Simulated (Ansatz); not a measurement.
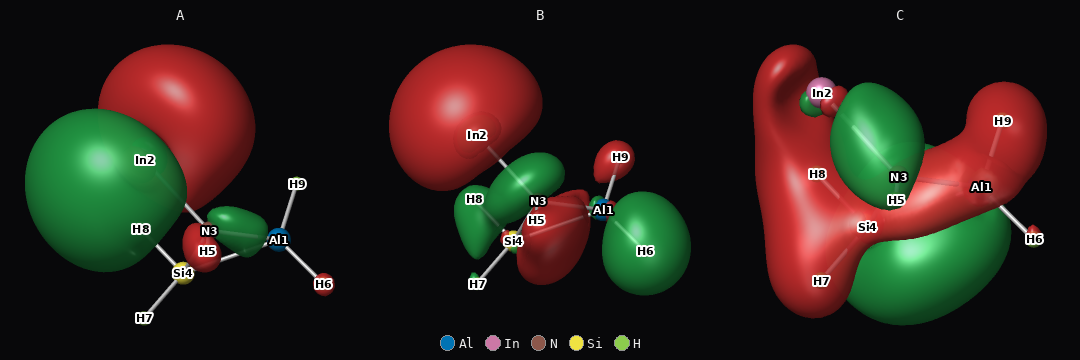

AlH₅InNSi. Three frontier orbitals at ±0.06 Å⁻³ᐟ² (green and red are the two phases), in no order.

Geometry: r2SCAN-D4/def2-SVP; core potentials replace the inner electrons of In.

Theory: isolated molecule in a Gaussian basis; Kohn-Sham density functional theory, functional PBE0 (Ansatz).

```xyz
9

Al    1.1399   -0.2576   -0.9501
In   -2.5824   -0.5977   -0.5104
N    -0.5717    0.4039   -0.3341
Si    0.0142   -0.5653    1.1834
H    -0.6541    1.4189   -0.2161
H     2.2870    0.8399   -1.0453
H    -0.2871    0.2884    2.3854
H    -1.1479   -1.5895    1.2185
H     1.0057   -1.4976   -1.9432
```

> Which picture is the HOMO−1, the HOMO and the LUMO?

B is the HOMO−1 (−7.34 eV). By Hirshfeld shares it lies mainly on In2 (about 55 %), N3 (about 15 %), H6 (about 10 %), Al1 (about 10 %) and Si4 (about 5 %). C is the HOMO (−6.12 eV). It lies mainly on Si4 (about 50 %), Al1 (about 20 %), N3 (about 15 %) and In2 (about 5 %). A is the LUMO (−2.00 eV). Its weight (Hirshfeld) is mainly on In2 (about 85 %).

> What is the HOMO–LUMO gap?

4.12 eV between the orbital energies.
